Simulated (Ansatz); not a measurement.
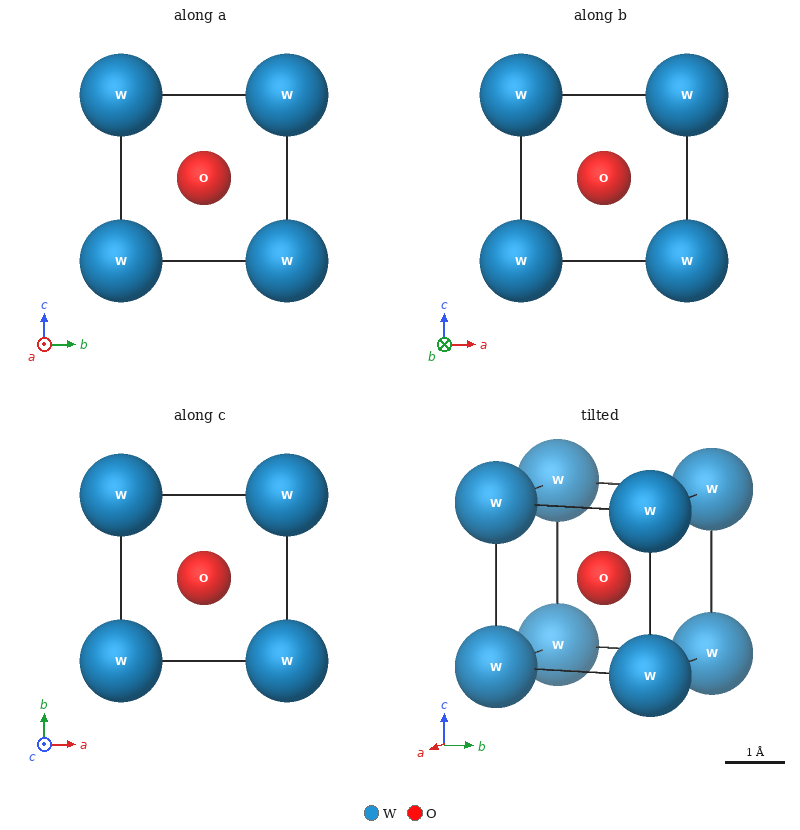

A spheres-only rendering, viewed along the a axis, along the b axis, along the c axis and slightly off an axis. Lines trace the edges of the conventional unit cell.

Lattice parameters: a = 2.848 Å, b = 2.848 Å, c = 2.848 Å, α = 90.00°, β = 90.00°, γ = 90.00°.

### Reconstruct the structure as a table of Wyckoff sites.

Space group Pm-3m (No. 221).
```json
{"atom": "W", "site": "1a", "x": "0.0000", "y": "0.0000", "z": "0.0000"}
{"atom": "O", "site": "1b", "x": "0.5000", "y": "0.5000", "z": "0.5000"}
```

Its origin is a structure type filled with these elements by a generator (whether the compound takes this form wasn't checked). Earlier steps of the study may have refined or changed the cell and positions. It was set up as input for a calculation with Ansatz.
